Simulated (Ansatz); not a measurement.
# r2SCAN/aug-cc-pVTZ run of NO+ (SMILES N#[O+])

What is the vertical singlet–triplet gap of NO+ at r2SCAN/aug-cc-pVTZ? 

Program for the calculation: Ansatz 0.2.0.

1 further run of the same task is left out (set aside as unsound or not needed).

## 1. The structure to begin with

NO+: 2 atoms, total charge +1, spin state singlet. As SMILES, `N#[O+]`. Geometry: the measured bond length.

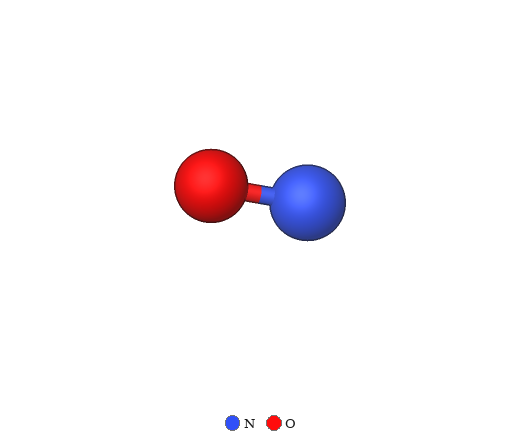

Viewed from a chosen angle; nitrogen blue, oxygen red.

## 2. A single-point energy at r2SCAN/aug-cc-pVTZ

molecule.yaml reads:

```yaml
crystal:
  periodic: [false, false, false]
  atoms:
    - {symbol: "N", position_ang: [0.000000, 0.000000, 0.000000]}
    - {symbol: O, position_ang: [0.000000, 0.000000, 1.063220]}
basis:
  gaussian: {orbitals: aug-cc-pVTZ}
total_charge: 1
accuracy: high
output: {orbitals: {seedname: orbitals}}
hamiltonian: {xc: r2scan}
```

Command:

```console
ansatz run molecule.yaml --threads 1 --pin off --max-ram 3480MiB --events-out events.jsonl --progress --plain --runs-dir runs
```

The log of the run:

```text
Warning: RAYON_NUM_THREADS=1 ignored (pool sized by the plan → 1); use --threads N
Functional definition: r2SCAN
  name "r2SCAN"
  parameter k0 = 0.174
  parameter k1 = 0.065
  parameter a1 = 4.9479
  exchange = r2scan_x(k0 = k0, k1 = k1, a1 = a1)
  correlation = r2scan_c
1267 factors; integrals over basis functions are off by at most 2.7e-9 eV
mean field evaluation 1: about -3520.1520 eV, gradient 5.8e1 eV
mean field evaluation 2: about -3498.6237 eV, gradient 1.2e2 eV
mean field evaluation 4: about -3524.5921 eV, gradient 1.7e0 eV
mean field evaluation 8: about -3524.5969 eV, gradient 5.6e-2 eV
mean field evaluation 16: about -3524.5969 eV, gradient 8.3e-8 eV
mean field -3524.59690995 eV, -129.5265473830 hartree, gradient 8.0e-8 eV, S^2 0.000000; 0 other end points of the search recorded, 0 dependent functions left out
reference -3524.59691084 eV, -129.5265474158 hartree; 7, 7 occupied and 85, 85 virtual orbitals, 1267 factors
Total energy: -3524.59691084 eV, -129.5265474158 hartree
```

It took 2.6 s on 1 thread of Arm Neoverse V2, shared host; peak memory 0.17 GiB.

## 3. The triplet

input.yaml reads:

```yaml
crystal:
  periodic: [false, false, false]
  atoms:
    - {symbol: "N", position_ang: [0.000000, 0.000000, 0.000000]}
    - {symbol: O, position_ang: [0.000000, 0.000000, 1.063220]}
basis:
  gaussian: {orbitals: aug-cc-pVTZ}
magnetization: {spin_polarized: true, initial_magnetization: 2}
hamiltonian: {xc: r2scan}
output: {orbitals: {seedname: orbitals}}
accuracy: high
total_charge: 1
```

Command:

```console
ansatz run input.yaml --threads 1 --pin off --max-ram 3480MiB --events-out events.jsonl --progress --plain --runs-dir runs
```

The log of the run:

```text
Warning: RAYON_NUM_THREADS=1 ignored (pool sized by the plan → 1); use --threads N
Functional definition: r2SCAN
  name "r2SCAN"
  parameter k0 = 0.174
  parameter k1 = 0.065
  parameter a1 = 4.9479
  exchange = r2scan_x(k0 = k0, k1 = k1, a1 = a1)
  correlation = r2scan_c
1267 factors; integrals over basis functions are off by at most 2.7e-9 eV
mean field evaluation 1: about -3510.4308 eV, gradient 4.9e1 eV
mean field evaluation 2: about -3469.4738 eV, gradient 1.1e2 eV
mean field evaluation 4: about -3517.1455 eV, gradient 3.0e0 eV
mean field evaluation 8: about -3517.1810 eV, gradient 1.6e-1 eV
mean field evaluation 16: about -3517.1813 eV, gradient 7.6e-6 eV
mean field evaluation 32: about -3517.1813 eV, gradient 1.5e-8 eV
mean field -3517.18133653 eV, -129.2540300864 hartree, gradient 3.2e-8 eV, S^2 2.016220; 2 other end points of the search recorded, 0 dependent functions left out
reference -3517.18133796 eV, -129.2540301388 hartree; 8, 6 occupied and 84, 86 virtual orbitals, 1267 factors
Total energy: -3517.18133796 eV, -129.2540301388 hartree
```

It took 6.6 s on 1 thread of Arm Neoverse V2, shared host; peak memory 0.22 GiB.

## 4. Results

At r2SCAN/aug-cc-pVTZ:

| quantity | value |
| --- | --- |
| singlet: total energy | -129.52655 Eh |
| singlet: HOMO energy | -23.72 eV |
| singlet: LUMO energy | -14.31 eV |
| singlet: HOMO–LUMO gap | 9.41 eV |
| triplet: total energy | -129.25403 Eh |
| triplet: HOMO energy (highest over α and β) | -15.91 eV |
| triplet: ⟨S²⟩ | 2.016 |
| vertical energy of the triplet above the singlet | 7.416 eV |

In words: At this shape the triplet lies 7.42 eV (171 kcal/mol) above the singlet.
